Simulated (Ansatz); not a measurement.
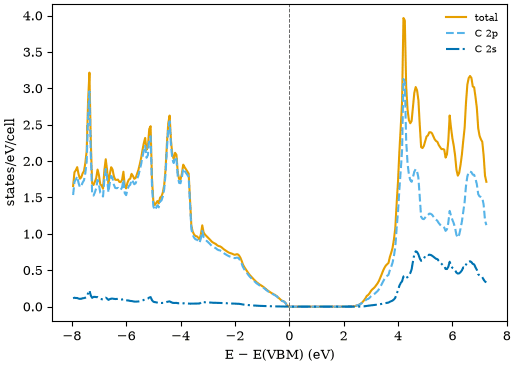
*Total and projected density of states of C in space group P6_3/mmc (No. 194; C on 6h), plane-wave PAW PBE (Ansatz code)*

Question: Which orbitals carry the states next to the gap?

Answer: Top 1 eV of the valence band: C 2p 97 %. Bottom 1 eV of the conduction band: C 2p 70 %, C 2s 7 %, outside the projected shells 23 %. Projections are on Löwdin-orthogonalised atomic valence shells; empty p or d shells of many metals are not among them.

Question: Where is the tallest occupied peak in this window, and what makes it?

Answer: Near -7.3 eV, about 3.2 states/eV per cell; the largest projected share is C 2p.

The start of the workflow was typed in or built on a structure type. Its sites differ from those of the usual phase in this space group: another stacking or structure type. Symmetry was held in the PBE relaxation; its stability against distortions is not shown here.

Potentials: the earlier of the program's two PAW sets.
